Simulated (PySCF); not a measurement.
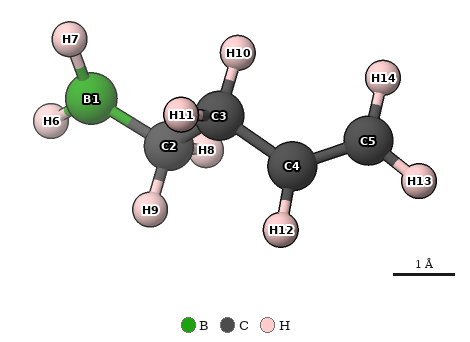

**Figure 1.** The structure as given in the input (ball-and-stick view, seen at a tilt; atoms are numbered from 1 in the order of the input). Bond lengths as drawn: B–C 1.56 Å, B–H 1.21 Å, C–C 1.33 to 1.53 Å and C–H 1.09 to 1.11 Å.

# C$_{4}$H$_{9}$B: one change and its effect

System: C$_{4}$H$_{9}$B, SMILES BCCC=C.
Method of run 1: GIAO PBE0/6-31G NMR shielding, non-relativistic, gas phase (PySCF 2.14.0).

The geometry comes from this level: PBE0-D3(BJ)/def2-SVP. Text and figures count atoms from 1; the logs count them from 0 in places.

Input, run 1:
```
{"job": {"kind": "nmr", "xc": "PBE0", "basis": "6-31G", "pop": true}, "charge": 0, "multiplicity": 1}
B     -2.277650     0.625175     0.645304
C     -1.107863     0.018943    -0.182855
C      0.257648    -0.137042     0.489187
C      1.297953    -0.726487    -0.410093
C      2.436158    -0.132817    -0.771863
H     -3.362374     0.769540     0.125750
H     -2.144204     0.962889     1.802269
H     -1.022095     0.627369    -1.106906
H     -1.472250    -0.952538    -0.577917
H      0.604321     0.840152     0.864019
H      0.141635    -0.780459     1.380197
H      1.075331    -1.726521    -0.807559
H      3.148916    -0.619515    -1.442839
H      2.699542     0.865295    -0.405583
```

The first line tells a small driver script what to run in PySCF; the rest is the geometry in Å.

Command:
```bash
OMP_NUM_THREADS=1 python <driver script> task.json out
```

Hardware: 1 CPU thread, shared host.

Output (run 1):
```
coarse grid: 11016 points
cycle   1  E = -182.3652262794  dE =  2.488e-01  |g| = 3.432e-01  |ddm| = 3.112e+00
cycle   2  E = -182.3683640363  dE = -3.138e-03  |g| = 3.341e-01  |ddm| = 7.273e-01
cycle   3  E = -182.3996311076  dE = -3.127e-02  |g| = 2.306e-02  |ddm| = 3.778e-01
cycle   4  E = -182.3997418142  dE = -1.107e-04  |g| = 1.311e-02  |ddm| = 4.233e-02
cycle   5  E = -182.3997881273  dE = -4.631e-05  |g| = 2.725e-03  |ddm| = 1.466e-02
cycle   6  E = -182.3997899003  dE = -1.773e-06  |g| = 1.206e-03  |ddm| = 3.626e-03
final grid: 104392 points
cycle   7  E = -182.3595850125  dE = -1.388e-05  |g| = 6.284e-03  |ddm| = 1.784e-02
cycle   8  E = -182.3595840072  dE =  1.005e-06  |g| = 6.721e-03  |ddm| = 1.360e-02
cycle   9  E = -182.3595962683  dE = -1.226e-05  |g| = 7.282e-04  |ddm| = 6.683e-03
cycle  10  E = -182.3595964089  dE = -1.406e-07  |g| = 1.619e-04  |ddm| = 7.731e-04
cycle  11  E = -182.3595964157  dE = -6.784e-09  |g| = 4.634e-05  |ddm| = 2.010e-04
cycle  12  E = -182.3595964163  dE = -5.768e-10  |g| = 1.042e-05  |ddm| = 5.667e-05
converged SCF energy = -182.3595964163

GIAO shielding tensors (ppm)
atom      isotropic    diamagn.    paramagn.     s11        s22        s33       span
  0 B       29.654     193.770    -164.117    -42.368     -3.503    134.832    177.200
  1 C      164.144     245.574     -81.431    130.810    178.218    183.403     52.592
  2 C      164.383     244.018     -79.635    146.109    160.183    186.855     40.747
  3 C       61.654     253.197    -191.544    -50.545     66.984    168.522    219.067
  4 C       85.393     256.746    -171.353    -15.287    102.730    168.736    184.023
  5 H       23.917      29.201      -5.285     16.931     26.382     28.437     11.505
  6 H       23.772      29.553      -5.781     15.974     27.277     28.064     12.090
  7 H       30.547      29.706       0.841     25.867     30.091     35.683      9.817
  8 H       30.464      29.787       0.677     25.868     29.738     35.786      9.918
  9 H       30.003      31.995      -1.993     26.267     29.578     34.163      7.896
 10 H       29.810      30.626      -0.816     26.151     28.366     34.913      8.763
 11 H       26.233      30.135      -3.902     24.575     25.620     28.505      3.930
 12 H       27.215      29.048      -1.832     24.542     26.468     30.636      6.095
 13 H       27.044      31.619      -4.575     24.078     26.504     30.550      6.472
```

For run 2 the input was changed thus:
```diff
-"basis": "6-31G"
+"basis": "STO-3G"
```

How does run 2 compare with run 1?

The total energy of run 2 is 1340.9 kcal/mol higher, which measures the change of basis and not a stability. The HOMO goes from −7.14 to −5.58 eV. The LUMO goes from −1.00 to 1.67 eV. The dipole moment goes from 0.47 to 0.37 D. Of all shieldings, the largest change is that of C4, by +58.6 ppm. The number of SCF iterations is the same. The basis functions go from 63 to 34.

Output (run 2):
```
coarse grid: 11016 points
cycle   1  E = -180.2230323484  dE =  2.154e-01  |g| = 1.982e-01  |ddm| = 4.443e+00
cycle   2  E = -180.2313230027  dE = -8.291e-03  |g| = 1.321e-01  |ddm| = 4.704e-01
cycle   3  E = -180.2367428506  dE = -5.420e-03  |g| = 1.866e-02  |ddm| = 1.900e-01
cycle   4  E = -180.2367997599  dE = -5.691e-05  |g| = 1.279e-02  |ddm| = 3.542e-02
cycle   5  E = -180.2368453709  dE = -4.561e-05  |g| = 3.768e-03  |ddm| = 1.814e-02
cycle   6  E = -180.2368498193  dE = -4.448e-06  |g| = 1.909e-04  |ddm| = 4.839e-03
final grid: 104392 points
cycle   7  E = -180.2227901971  dE = -7.043e-06  |g| = 3.044e-03  |ddm| = 1.233e-02
cycle   8  E = -180.2227913157  dE = -1.119e-06  |g| = 2.501e-03  |ddm| = 7.477e-03
cycle   9  E = -180.2227931529  dE = -1.837e-06  |g| = 7.152e-04  |ddm| = 3.677e-03
cycle  10  E = -180.2227933081  dE = -1.552e-07  |g| = 8.267e-05  |ddm| = 8.891e-04
cycle  11  E = -180.2227933102  dE = -2.123e-09  |g| = 8.441e-06  |ddm| = 1.141e-04
cycle  12  E = -180.2227933102  dE = -2.103e-11  |g| = 1.529e-06  |ddm| = 1.212e-05
converged SCF energy = -180.2227933102

GIAO shielding tensors (ppm)
atom      isotropic    diamagn.    paramagn.     s11        s22        s33       span
  0 B       36.434     195.314    -158.880    -40.431     -2.473    152.205    192.636
  1 C      207.721     243.241     -35.520    187.044    215.448    220.672     33.628
  2 C      202.641     245.358     -42.717    188.232    203.222    216.468     28.235
  3 C      120.298     252.410    -132.112     29.547    123.930    207.419    177.872
  4 C      129.352     252.991    -123.638     38.666    140.346    209.045    170.380
  5 H       25.058      29.611      -4.553     18.666     27.900     28.607      9.941
  6 H       25.160      30.590      -5.430     17.784     28.264     29.433     11.649
  7 H       31.200      31.249      -0.049     25.614     29.799     38.186     12.572
  8 H       31.061      30.783       0.278     25.511     29.398     38.273     12.762
  9 H       30.570      33.514      -2.944     25.677     29.255     36.776     11.099
 10 H       30.764      31.705      -0.942     26.291     27.989     38.011     11.720
 11 H       27.223      31.554      -4.332     25.145     27.190     29.333      4.188
 12 H       27.375      29.432      -2.057     24.716     26.088     31.321      6.605
 13 H       27.577      31.759      -4.182     24.389     26.225     32.116      7.727
```

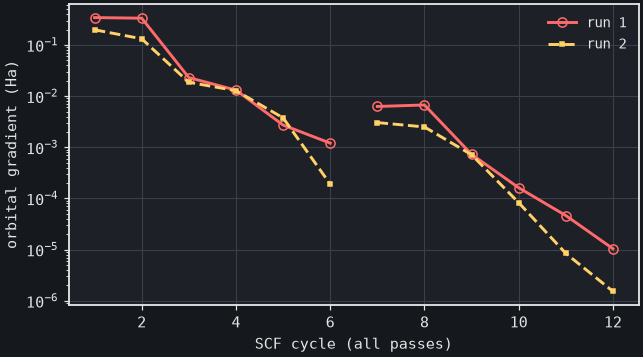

**Figure 2.** Convergence of the two runs: orbital gradient against the SCF cycle. A break in a curve parts two SCF passes (coarse and final grid). Run 1 takes 12 cycles in all, and run 2 takes 12.

The two runs side by side:

| quantity | run 1 | run 2 |
| --- | --- | --- |
| outcome | converged | converged |
| total energy (hartree) | −182.359596 | −180.222793 |
| HOMO (eV) | −7.14 | −5.58 |
| LUMO (eV) | −1.00 | 1.67 |
| dipole moment (D) | 0.47 | 0.37 |
| shielding of B1 (ppm) | 29.7 | 36.4 |
| shielding of C2 (ppm) | 164.1 | 207.7 |
| shielding of C3 (ppm) | 164.4 | 202.6 |
| shielding of C4 (ppm) | 61.7 | 120.3 |
| shielding of C5 (ppm) | 85.4 | 129.4 |
| shielding of H6 (ppm) | 23.9 | 25.1 |
| shielding of H7 (ppm) | 23.8 | 25.2 |
| SCF iterations | 12 | 12 |
| basis functions | 63 | 34 |
| wall time (shared host) | 3.4 s | 1.9 s |
